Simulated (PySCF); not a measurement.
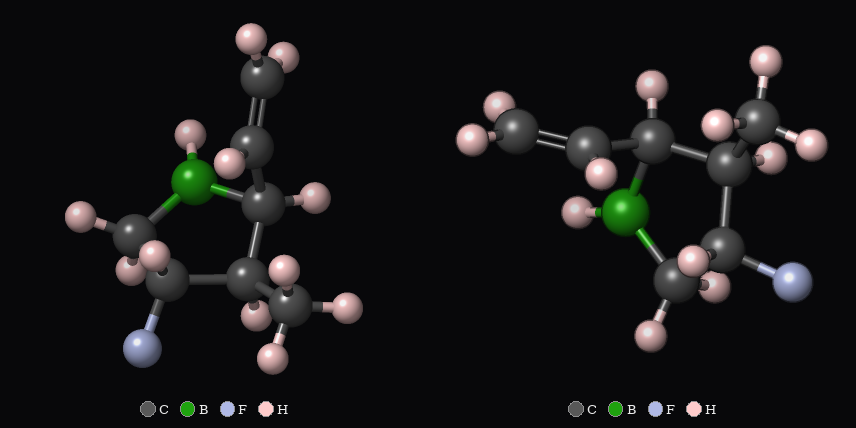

Two views of one molecule.

The computed structure is the end point of a PBE0-D3(BJ)/def2-SVP optimisation. No frequency run is at hand to confirm it as a minimum.

**Which formula does it have?**

C7H12BF, 21 atoms: 7 carbon, 12 hydrogen, 1 boron and 1 fluorine.

**Name functional groups in it.**

Among them: alkene, C–F bond, B–H bond.

**Does it have rings?**

Independent rings (smallest set): 1 of 5 members.

**Give the symmetry (Schoenflies symbol).**

C1.

More results for the same structure follow; atom numbers are the same in all pictures, views and colours differ.

**Shape**

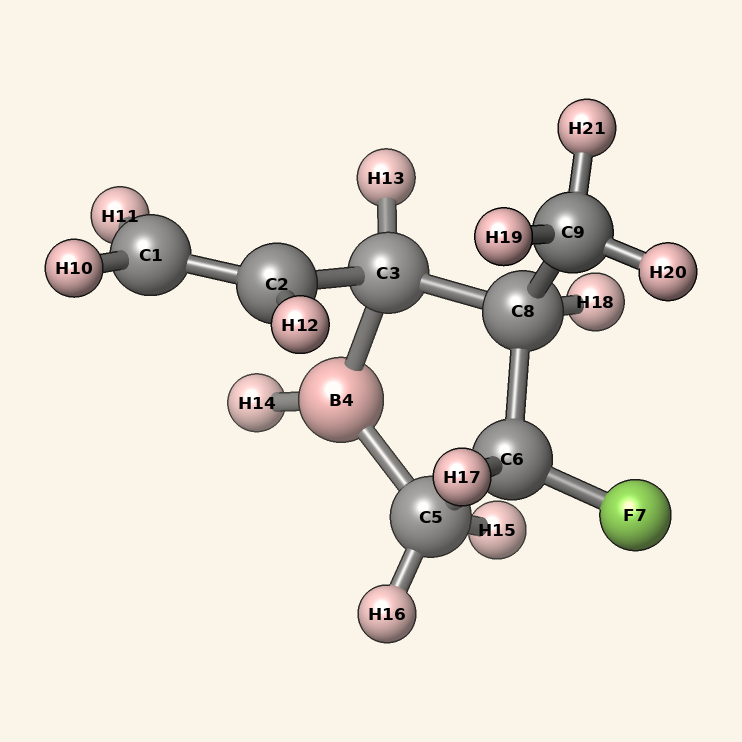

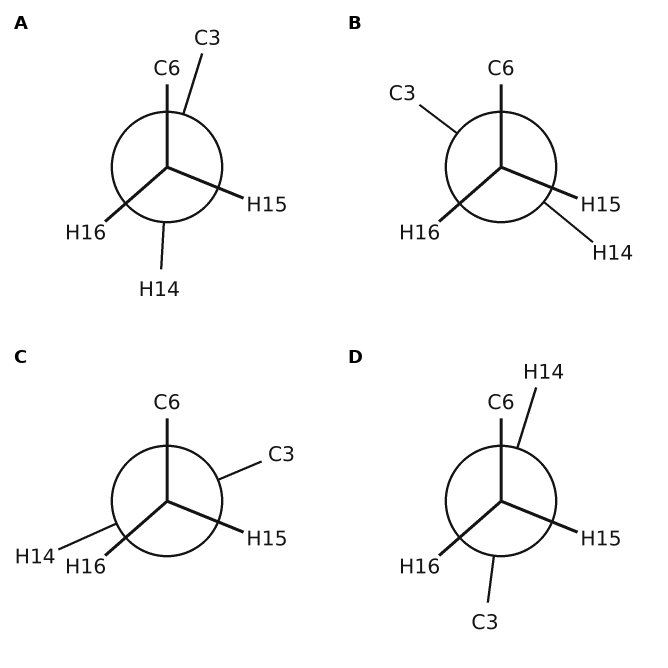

Distant atoms are faded towards the background colour. Bonds that would overlap in a projection are set slightly apart. No frequency run is at hand to confirm it as a minimum.

**Which Newman projection shows the view along C5–B4, with C5 in front?**

A. The torsion angle C6–C5–B4–C3 is 7°, synperiplanar (eclipsed).

**NMR shielding**

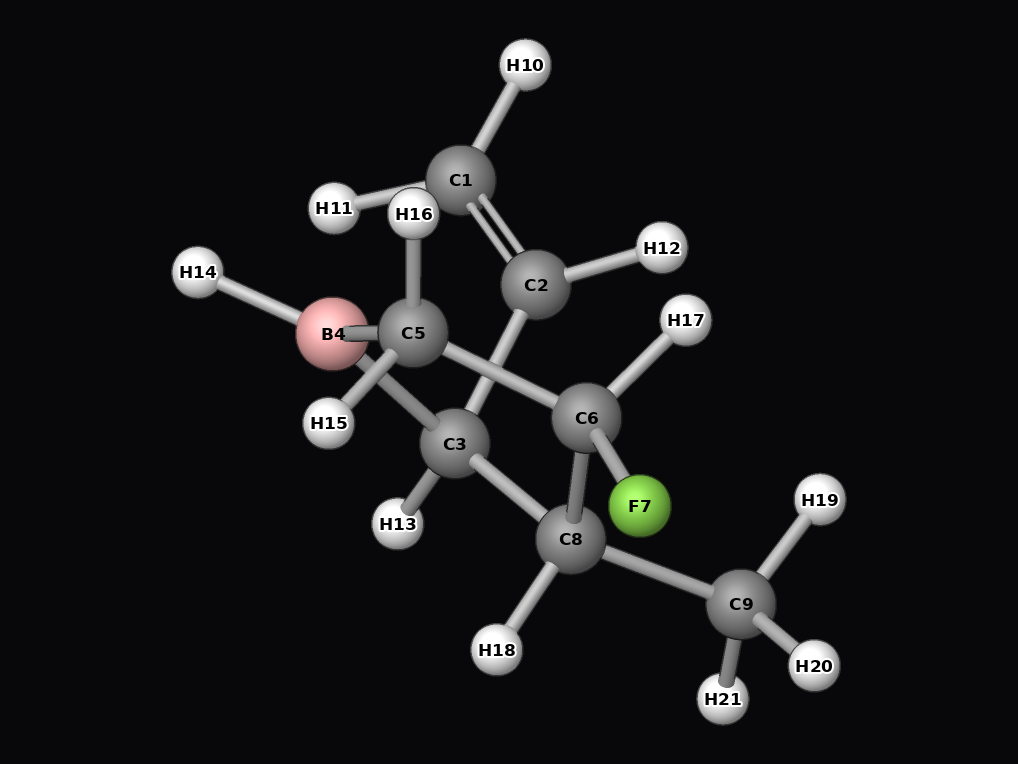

The questions are on isotropic NMR shieldings of the C atoms. No frequency run is at hand to confirm it as a minimum. Properties computed with GIAO ωB97X-D/pcSseg-1 NMR shielding, non-relativistic, gas phase (PySCF 2.14.0).

List the isotropic NMR shieldings of the C atoms.

```tsv
atom	σ (ppm)
C1	45.9
C2	54.4
C3	139.3
C5	149.6
C6	85.1
C8	141.2
C9	169.1
```

**Quadrupole coupling**

No frequency run is at hand to confirm it as a minimum. Electric field gradients from the ground-state density, PBE0/pcSseg-1 in benzene (IEF-PCM) (PySCF 2.14.0), non-relativistic apart from any core potentials.

Give the largest field-gradient component, the quadrupole coupling constant and the asymmetry for 11B at B4 (Q = 40.59 mb).

```csv
atom,V_zz (a.u.),e²qQ/h (MHz),η
B4,0.564,5.38,0.05
```

**Excitation**

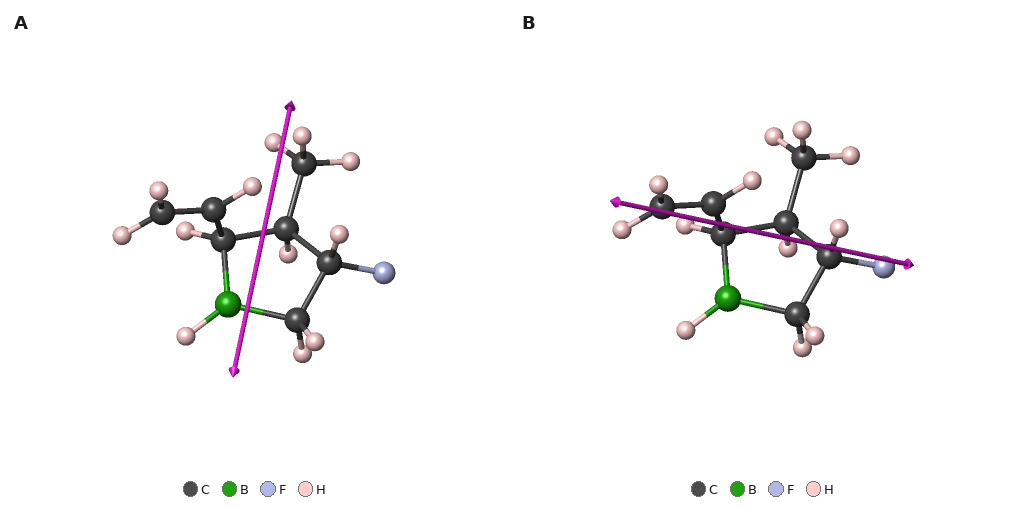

The double arrows show the directions of two transition dipoles from the ground state (lengths mean nothing). No frequency run is at hand to confirm it as a minimum. Properties computed with TDDFT PBE0/def2-SVPD, vertical, gas phase, core orbitals frozen in the response (PySCF 2.14.0).

**One belongs to singlet state 4 and one to singlet state 5. Which is which?**

A: state 4, 6.67 eV (186 nm), oscillator strength 0.023, of mixed character, with the largest part HOMO−3 → LUMO (weight 0.46).
B: state 5, 6.93 eV (179 nm), oscillator strength 0.12, of mixed character, with the largest part HOMO → LUMO+1 (weight 0.41).
